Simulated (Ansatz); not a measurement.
**ClI: interaction energy of a dimer with the counterpoise correction from a Python script**

How strongly do two molecules of ClI bind, and how much of that is basis error? Aim: the interaction energy of a dimer with the counterpoise correction, for ClI, run from a script.

Program: Ansatz 0.2.0 through its Python package. Level of theory: MP2/def2-SVP. These are calculated values, not measurements.

### 1 The system

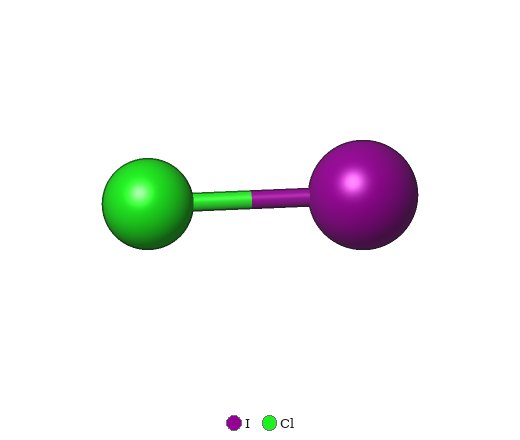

The starting structure, viewed from a chosen angle; iodine purple, chlorine green.

No structure file is read: the coordinates are typed or built in the script.

### 2 The script

Input file cli_dimer.py:

```python
"""Interaction energy of two ClI molecules, with the counterpoise correction."""

import ansatz as az

FIRST = [
    ("I", (0.0, 0.0, -1.14)),
    ("Cl", (0.0, 0.0, 1.14)),
]
SECOND = [
    ("I", (-1.0106, -2.5608, -2.7428)),
    ("Cl", (-1.6458, -4.5993, -1.9432)),
]

def energy(atoms, ghosts=()):
    molecule = az.Crystal.molecule()
    for symbol, xyz in atoms:
        molecule = molecule.atom(symbol, xyz)
    calc = (
        molecule.calculation()
        .basis(gaussian="def2-SVP")
        .correlation("mp2", electrons="valence")
        .scf(lower_state_search="off")
    )
    deck = calc.input()
    if ghosts:
        deck = deck.set(az.key.basis.gaussian.ghost_atoms, [{"symbol": s, "position_ang": list(xyz)} for s, xyz in ghosts])
    return az.Session.from_dict(deck).plan().execute().report["free_energy_ev"]

# ghost atoms carry the functions of the partner
both = energy(FIRST + SECOND)
alone = energy(FIRST) + energy(SECOND)
ghosted = energy(FIRST, SECOND) + energy(SECOND, FIRST)
print(f"dimer {both:.6f} eV")
print(f"interaction, uncorrected   {23.060548 * (both - alone):8.3f} kcal/mol")
print(f"interaction, counterpoise  {23.060548 * (both - ghosted):8.3f} kcal/mol")
print(f"basis-set superposition    {23.060548 * (alone - ghosted):8.3f} kcal/mol")
```

### 3 The input behind the calls

The engine receives this input (first run):

```yaml
crystal:
  periodic: [false, false, false]
  atoms:
    - { symbol: I, position_ang: [0.0, 0.0, -1.14] }
    - { symbol: Cl, position_ang: [0.0, 0.0, 1.14] }
    - { symbol: I, position_ang: [-1.0106, -2.5608, -2.7428] }
    - { symbol: Cl, position_ang: [-1.6458, -4.5993, -1.9432] }
basis:
  gaussian:
    orbitals: def2-SVP
correlation:
  method: mp2
  electrons: valence
scf:
  lower_state_search: "off"
```

### 4 The run

Run with:

```sh
$ python cli_dimer.py
```

**Question.** How large is the interaction at this pose, and how much of it is basis-set superposition?

The runs gave:

```
                        quantity            value
 interaction energy, uncorrected  17.989 kcal/mol
interaction energy, counterpoise  19.812 kcal/mol
                   runs compared                5
```

What this shows: The pair is unbound at this geometry and level. Uncorrected it is 17.989 kcal/mol, with the counterpoise correction 19.812 kcal/mol; the difference, 1.82 kcal/mol, is the superposition error. The pose is repulsive. Caveats:
- The dimer is a generated trial pose of unrelaxed monomers, not a minimum, so the figure is no binding energy, and the basis set is small.
- def2 sets replace the cores of elements past krypton by effective core potentials.
- The spin state was assumed, and another may lie lower.
